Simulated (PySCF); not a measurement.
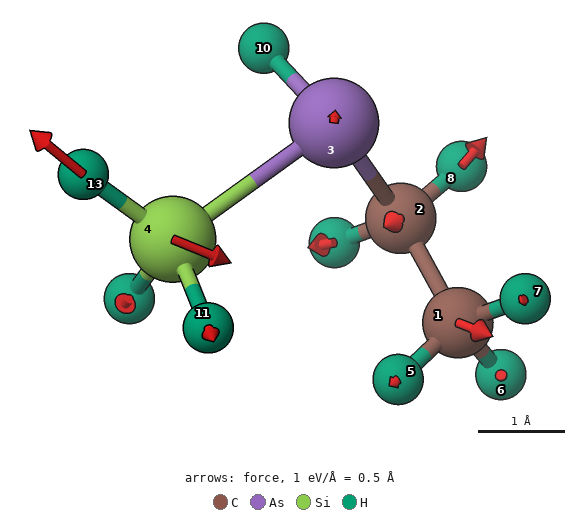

Starting geometry of C₂H₉AsSi with the computed forces as red arrows. Style: ball-and-stick. Shown at a tilt.

The start comes from GFN2-xTB. Its atoms were then displaced at random by about 0.01 Å.

All numbers below come from PBE0-D3(BJ)/def2-SVP geometry optimisation, gas phase in PySCF 2.14.0, density-fitted response routines. 

Q: Is this structure relaxed? If not, where do the atoms go?

A: It isn't relaxed: the largest force vector, on an H atom, is 1.79 eV/Å. The final displacements follow the starting forces only in part (cosine between the two patterns 0.50). Over 3 geometry steps the energy falls by 14.0 kJ/mol. The atom that moves furthest after the best rigid fit is an H atom (0.073 Å). Largest moves by element: H 0.073 Å, As 0.063 Å, Si 0.043 Å, C 0.031 Å. Some distances before and after: H–Si 1.411 → 1.494 Å, H–Si 1.461 → 1.498 Å, C–H 1.074 → 1.101 Å, C–C 1.493 → 1.519 Å. Among the angles between lasting bonds that change: As–Si–H 111.3° → 109.0°, As–C–H 107.9° → 105.7°, C–C–H 113.1° → 111.0°. Cost: 42 s on 1 thread of Arm Neoverse N1, with other jobs on the host.
